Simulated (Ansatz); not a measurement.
# Phonon calculation, with input and output: AlH₂O₂

System: AlH₂O₂, multiplicity 2.
Method: UKS PBE-D4/def2-SVP (Ansatz 0.2.0).

It belongs to a series of runs on one base structure; here: vibrations at the highest image of the band. Figures and captions count atoms from 1; the log counts them from 0 in places.

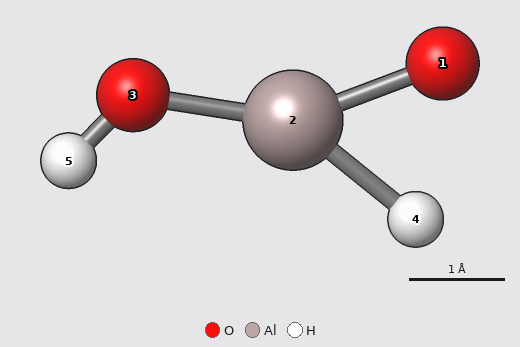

*The input geometry (ball-and-stick view, seen on its broad side; atoms are numbered from 1 in the order of the input). Sticks mark near contacts.*

### Input file
```yaml
crystal:
  periodic: [false, false, false]
  atoms:
    - { symbol: O, position_ang: [-1.730887, -0.887898, -0.090207] }
    - { symbol: Al, position_ang: [-0.213431, -0.156477, -0.012306] }
    - { symbol: O, position_ang: [1.462736, -0.255339, 0.266788] }
    - { symbol: H, position_ang: [-1.556758, 0.742613, -0.410398] }
    - { symbol: H, position_ang: [2.088241, 0.483401, 0.204822] }
magnetization:
  spin_polarized: true
  initial_magnetization: 1
basis:
  gaussian: { orbitals: def2-SVP }
hamiltonian:
  xc: pbe
  dispersion: d4
phonons: {}
```

Run as:
```bash
ansatz run input.yaml --threads 1 --pin off --max-ram 2048MiB --backend cpu --events-out ev --progress --plain --runs-dir out
```

### The program's output
```
Engine: ansatz 0.2.0, x86_64-unknown-linux-gnu
Functional definition: PBE
  parameter kappa = 0.804
  parameter beta = 0.06672455060314922
  exchange = pbe_x(kappa = kappa, mu = beta*pi^2/3)
  correlation = pbe_c(beta = beta)
595 factors; their error is unknown
mean field evaluation 1: about -10695.3191 eV, gradient 6.0e1 eV
mean field evaluation 2: about -10545.3731 eV, gradient 1.4e2 eV
mean field evaluation 4: about -10707.6998 eV, gradient 1.7e1 eV
mean field evaluation 8: about -10709.5456 eV, gradient 1.0e0 eV
mean field evaluation 16: about -10709.5245 eV, gradient 8.4e-4 eV
mean field -10709.52451088 eV, -393.5677665984 hartree, gradient 6.0e-5 eV, S^2 0.752480; 0 other end points of the search recorded, 0 dependent functions left out
the calculation of the forces begins
reference -10709.52454868 eV, -393.5677679877 hartree; 16, 15 occupied and 40, 41 virtual orbitals, 595 factors
these checks for a lower state are left out or cut short: stability, starts, cluster_reference, orbital_swaps, neighbouring_geometries, increment
595 factors; their error is unknown
mean field -10709.52441601 eV, -393.5677631121 hartree, gradient 2.4e-6 eV, S^2 0.752464; 0 other end points of the search recorded, 0 dependent functions left out
[... from here on the field's lines of each further geometry are left out, up to the last ...]
the calculation of the forces begins
reference -10709.52454776 eV, -393.5677679537 hartree; 16, 15 occupied and 40, 41 virtual orbitals, 595 factors
these checks for a lower state are left out or cut short: stability, starts, cluster_reference, orbital_swaps, neighbouring_geometries, increment
595 factors; their error is unknown
mean field -10709.52450989 eV, -393.5677665620 hartree, gradient 9.9e-7 eV, S^2 0.752480; 0 other end points of the search recorded, 0 dependent functions left out
the calculation of the forces begins
reference -10709.52454769 eV, -393.5677679513 hartree; 16, 15 occupied and 40, 41 virtual orbitals, 595 factors
WARN: phonons: modes at or below zero, which the zero-point energy, F, S and C_V leave out: 1, the lowest at -913.33 cm⁻¹. A minimum has none, and a first-order saddle one
Total energy: -10709.58132116 eV, -393.5698543378 hartree
Atom 0 at    -1.730887    -0.887898    -0.090207 Å, force     0.000006     0.000012     0.000059 eV/Å
Atom 1 at    -0.213431    -0.156477    -0.012306 Å, force    -0.000104     0.000047    -0.000072 eV/Å
Atom 2 at     1.462736    -0.255339     0.266788 Å, force     0.000178    -0.000226    -0.000003 eV/Å
Atom 3 at    -1.556758     0.742613    -0.410398 Å, force     0.000016     0.000015    -0.000021 eV/Å
Atom 4 at     2.088241     0.483401     0.204822 Å, force    -0.000097     0.000152     0.000038 eV/Å
Dipole moment:     0.635518     0.436643     0.004556 e Å
Vibrations: -913.33 160.74 204.41 242.00 477.03 714.78 1004.30 1667.53 3817.09 cm⁻¹, zero-point energy 0.513782 eV
```

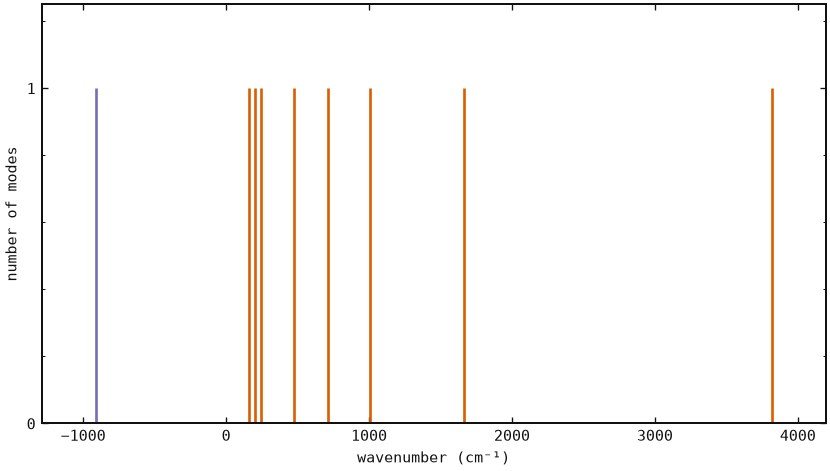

*Harmonic vibrational wavenumbers from the force constants; neighbouring modes closer than 22 cm⁻¹ are counted in one stick, and imaginary ones are drawn at negative wavenumbers.*

9 modes from 913i to 3817 cm⁻¹, 1 imaginary beyond 8i (913i cm⁻¹): a first-order saddle point, if the geometry is stationary.

### Results in brief

```csv
quantity,value
outcome,converged
total energy,−10709.5813 eV
mean-field energy,−10709.5245 eV
⟨S²⟩,0.752
largest force (length of the vector),under 0.001 eV/Å
hardware,"1 thread of Intel Xeon @ 2.70GHz, 189 GiB of memory available, shared host"
wall time,36 s
peak memory,0.13 GiB
```
